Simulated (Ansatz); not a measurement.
# [S5]2-: one molecule under many settings

Aim: run [S5]2- under a spread of inputs, and see what each costs and gives.

Method: the settings change from run to run; program: Ansatz 0.2.0, Gaussian basis.

**1. The relaxed structure**

An earlier PBE-D4/def2-SVPD relaxation fixed the geometry.

5 atoms, charge -2, spin multiplicity 1.

Atoms are counted from 1 here; the program's logs count them from 0.

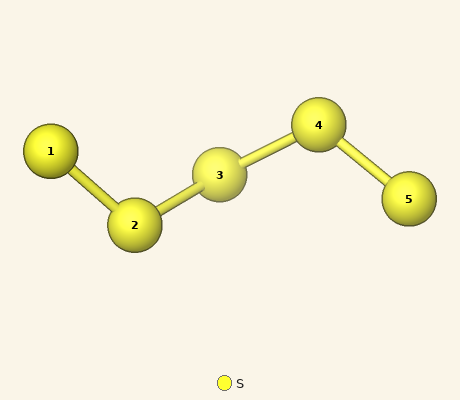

The geometry (sulfur yellow); atoms are numbered from 1 in the order of the file.

**2. r2SCAN/def2-TZVPD**

Options: multiplicity 3, coordinates scaled by 1.25.

in.yaml

```yaml
crystal:
  periodic: [false, false, false]
  atoms:
    - {symbol: S, position_ang: [1.453327, -2.493596, 2.882894]}
    - {symbol: S, position_ang: [0.725403, -2.182215, 0.394295]}
    - {symbol: S, position_ang: [-1.277953, -0.398762, 0.007058]}
    - {symbol: S, position_ang: [-0.648276, 2.205322, -0.394837]}
    - {symbol: S, position_ang: [-0.252500, 2.869250, -2.889411]}
basis:
  gaussian: {orbitals: def2-TZVPD}
total_charge: -2
magnetization: {spin_polarized: true, initial_magnetization: 2}
hamiltonian: {xc: {name: r2SCAN}}
scf: {omitted_lower_state_checks: [starts]}
```

Run with:

```sh
$ ansatz run in.yaml --threads 4 --pin off --events-out ev --progress --plain --max-ram 3916MiB
```

Output:

```text
Functional definition: r2SCAN
  name "r2SCAN"
  cite "Furness, Kaplan, Ning, Perdew & Sun, J. Phys. Chem. Lett. 11, 8208 (2020) doi:10.1021/acs.jpclett.0c02405"
  cite "Furness, Kaplan, Ning, Perdew & Sun, J. Phys. Chem. Lett. 11, 9248 (2020) doi:10.1021/acs.jpclett.0c03077"
  parent r2scan
  parameter k0 = 0.174
  parameter k1 = 0.065
  parameter a1 = 4.9479
  exchange = r2scan_x(k0 = k0, k1 = k1, a1 = a1)
  correlation = r2scan_c
these checks for a lower state are left out or cut short: starts
1465 factors; their error is unknown
mean field evaluation 1: about -54160.2397 eV, gradient 3.6e1 eV
mean field evaluation 2: about -53955.4013 eV, gradient 1.4e2 eV
mean field evaluation 4: about -54072.7023 eV, gradient 7.8e1 eV
mean field evaluation 8: about -54171.7350 eV, gradient 5.4e-2 eV
mean field evaluation 16: about -54171.7089 eV, gradient 2.2e-5 eV
mean field -54171.70892308 eV, -1990.7735840203 hartree, gradient 2.5e-6 eV, S^2 2.036595; 0 other end points of the search recorded, 0 dependent functions left out
reference -54171.70899322 eV, -1990.7735865978 hartree; 42, 40 occupied and 188, 190 virtual orbitals, 1465 factors
Total energy: -54171.70899322 eV, -1990.7735865978 hartree
Checks for a lower state left out: starts
```

Run time: 34 s. Hardware: 4 threads of Arm Neoverse V1, shared host; peak memory 0.8 GiB.

⟨S²⟩ 2.037.

**3. HSE06/def2-TZVPD**

This run has charge -3, multiplicity 2, restricted open-shell orbitals, the search for lower states set to off.

in.yaml

```yaml
crystal:
  periodic: [false, false, false]
  atoms:
    - {symbol: S, position_ang: [1.162661, -1.994877, 2.306315]}
    - {symbol: S, position_ang: [0.580322, -1.745772, 0.315436]}
    - {symbol: S, position_ang: [-1.022363, -0.319009, 0.005646]}
    - {symbol: S, position_ang: [-0.518621, 1.764258, -0.315869]}
    - {symbol: S, position_ang: [-0.202000, 2.295400, -2.311528]}
basis:
  gaussian: {orbitals: def2-TZVPD}
total_charge: -3
magnetization: {spin_polarized: false, initial_magnetization: 1}
hamiltonian: {xc: {name: HSE06}}
scf: {lower_state_search: off}
```

Same command.

Output, cut to the lines that bear on the results:

```text
Functional definition: HSE06
  name "HSE06"
  cite "Heyd, Scuseria & Ernzerhof, J. Chem. Phys. 118, 8207 (2003) doi:10.1063/1.1564060"
  cite "Krukau, Vydrov, Izmaylov & Scuseria, J. Chem. Phys. 125, 224106 (2006) doi:10.1063/1.2404663"
  cite "Heyd & Scuseria, J. Chem. Phys. 120, 7274 (2004) doi:10.1063/1.1668634"
  cite "Ernzerhof & Perdew, J. Chem. Phys. 109, 3313 (1998) doi:10.1063/1.476928"
  cite "Perdew, Burke & Ernzerhof, Phys. Rev. Lett. 77, 3865 (1996) doi:10.1103/PhysRevLett.77.3865"
  parent pbe
[...]
  # The whole range is PBE's own exchange, as in plane waves. The composition of these papers is wPBEh.
[...]
1575 factors; their error is unknown
104 factors; integrals over basis functions are off by at most 3.9e-5 eV
[...]
a density is far from that of the atoms, so the factors are made again for it
1494 factors; integrals over basis functions are off by at most 3.0e-4 eV
121 factors; integrals over basis functions are off by at most 2.6e-6 eV
[...]
mean field -54154.22380676 eV, -1990.1310178471 hartree, gradient 2.3e-6 eV, S^2 0.750000; 0 other end points of the search recorded, 0 dependent functions left out
reference -54154.22384066 eV, -1990.1310190928 hartree; 42, 41 occupied and 188, 189 virtual orbitals, 1494 factors
Total energy: -54154.22384066 eV, -1990.1310190928 hartree
Checks for a lower state left out: stability, starts, cluster_reference, orbital_swaps, neighbouring_geometries, increment
```

Wall time 16 s (4 threads of Arm Neoverse V1, shared host); peak memory 1.1 GiB.

**4. B97M-V/ANO-RCC-VTZP**

Set apart from the defaults: a point charge of 1.00 e beside it, relativity set to scalar.

Changes to in.yaml since step 3:

```diff
@@ -9,6 +9,6 @@
 basis:
-  gaussian: {orbitals: def2-TZVPD}
-total_charge: -3
-magnetization: {spin_polarized: false, initial_magnetization: 1}
-hamiltonian: {xc: {name: HSE06}}
-scf: {lower_state_search: off}
+  gaussian: {orbitals: ANO-RCC-VTZP, point_charges: [{charge: 1.00, position_ang: [5.931, 0.589, 0.929]}]}
+total_charge: -2
+hamiltonian: {xc: {name: B97M-V}, pseudopotentials: {relativity: scalar}}
+scf: {omitted_lower_state_checks: [starts]}
+output: {forces: true}
```

Same command.

Output, cut to the lines that bear on the results:

```text
Functional definition: B97M-V
  name "B97M-V"
  cite "Mardirossian & Head-Gordon, J. Chem. Phys. 142, 074111 (2015) doi:10.1063/1.4907719"
  cite "Becke, J. Chem. Phys. 107, 8554 (1997) doi:10.1063/1.475007"
  cite "Vydrov & Van Voorhis, J. Chem. Phys. 133, 244103 (2010) doi:10.1063/1.3521275"
  # Of w^i u^j: cxij and so on, Table III.
[...]
  gx(w, u) = cx00 + cx01*u + cx02*u^2 + (cx10 + cx11*u)*w
  gss(w, u) = css00 + css02*u^2 + css10*w + (css32*w^3 + css42*w^4)*u^2
  gos(w, u) = cos00 + cos01*u + cos03*u^3 + cos10*w + cos32*w^3*u^2
[...]
      + integral(e_c_pw_mod_opposite_spin*gos(b97_w_opposite, b97_u_opposite)) + vv10(b, c)
[...]
1660 factors; their error is unknown
[...]
mean field -54318.30445715 eV, -1996.1608705311 hartree, gradient 4.0e-5 eV, S^2 0.000000; 0 other end points of the search recorded, 0 dependent functions left out
[...]
reference -54318.30453627 eV, -1996.1608734388 hartree; 41, 41 occupied and 129, 129 virtual orbitals, 1660 factors
Total energy: -54318.30453627 eV, -1996.1608734388 hartree
Relativity: scalar
Atom 0 at     1.162661    -1.994877     2.306315 Å, force     0.135026     0.250304    -0.528633 eV/Å
Atom 1 at     0.580322    -1.745772     0.315436 Å, force    -0.254464     0.465630     0.292273 eV/Å
Atom 2 at    -1.022363    -0.319009     0.005646 Å, force     0.712949     0.270019     0.013088 eV/Å
Atom 3 at    -0.518621     1.764258    -0.315869 Å, force     0.041787    -0.572433    -0.499237 eV/Å
Atom 4 at    -0.202000     2.295400    -2.311528 Å, force     0.033880    -0.256859     0.744128 eV/Å
Dipole moment:    -0.748893    -0.064915    -0.131345 e Å
Checks for a lower state left out: starts
```

It took 14 s on 4 threads of Arm Neoverse V1, shared host.

Largest force 0.788 eV/Å.

**5. PBE0/x2c-TZVPPall**

Options: finite nuclei, a point charge of 2.00 e beside it, D4 dispersion.

Changes to in.yaml since step 4:

```diff
@@ -9,6 +9,5 @@
 basis:
-  gaussian: {orbitals: ANO-RCC-VTZP, point_charges: [{charge: 1.00, position_ang: [5.931, 0.589, 0.929]}]}
+  gaussian: {orbitals: x2c-TZVPPall, nuclear_model: gaussian, point_charges: [{charge: 2.00, position_ang: [5.511, -0.584, 0.769]}]}
 total_charge: -2
-hamiltonian: {xc: {name: B97M-V}, pseudopotentials: {relativity: scalar}}
+hamiltonian: {xc: {name: PBE0}, dispersion: d4}
 scf: {omitted_lower_state_checks: [starts]}
-output: {forces: true}
```

The command is unchanged.

Output, cut to the lines that bear on the results:

```text
Functional definition: PBE0
  name "PBE0"
  cite "Adamo & Barone, J. Chem. Phys. 110, 6158 (1999) doi:10.1063/1.478522"
  cite "Perdew, Burke & Ernzerhof, Phys. Rev. Lett. 77, 3865 (1996) doi:10.1103/PhysRevLett.77.3865"
  parent pbe
[...]
1535 factors; their error is unknown
[...]
mean field -54318.86644812 eV, -1996.1815233185 hartree, gradient 4.9e-5 eV, S^2 0.000000; 0 other end points of the search recorded, 0 dependent functions left out
reference -54318.86647288 eV, -1996.1815242282 hartree; 41, 41 occupied and 169, 169 virtual orbitals, 1535 factors
Total energy: -54319.10298765 eV, -1996.1902159858 hartree
Relativity: scalar
Checks for a lower state left out: starts
```

It took 3 s on 4 threads of Arm Neoverse V1, shared host; peak memory 0.57 GiB.

**6. The runs in one table**

```tsv
level	charge	multiplicity	geometry	functions	energy (eV)	time
r2SCAN/def2-TZVPD	-2	3	scaled	230	-54171.709	34 s
HSE06/def2-TZVPD	-3	2	relaxed	230	-54154.224	16 s
B97M-V/ANO-RCC-VTZP	-2	1	relaxed, point charge	170	-54318.305	14 s
PBE0/x2c-TZVPPall	-2	1	relaxed, point charge	210	-54319.103	3 s
```

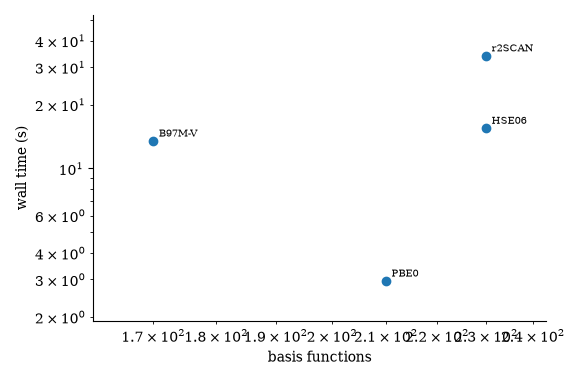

Wall time against the number of basis functions (shared host).

**7. Outcome**

| quantity | value |
| --- | --- |
| runs | 4 |
| quickest | PBE0/x2c-TZVPPall, 3 s |
| slowest | r2SCAN/def2-TZVPD, 34 s |

In words: The runs differ in state or geometry as well as level, so their energies can't be set against each other. Run time spans a factor of 11, from PBE0/x2c-TZVPPall to r2SCAN/def2-TZVPD. The jobs differ in tasks and options as well as level.

A small anion of this charge may not be bound in the gas phase; the finite basis can hold electrons that would leave.
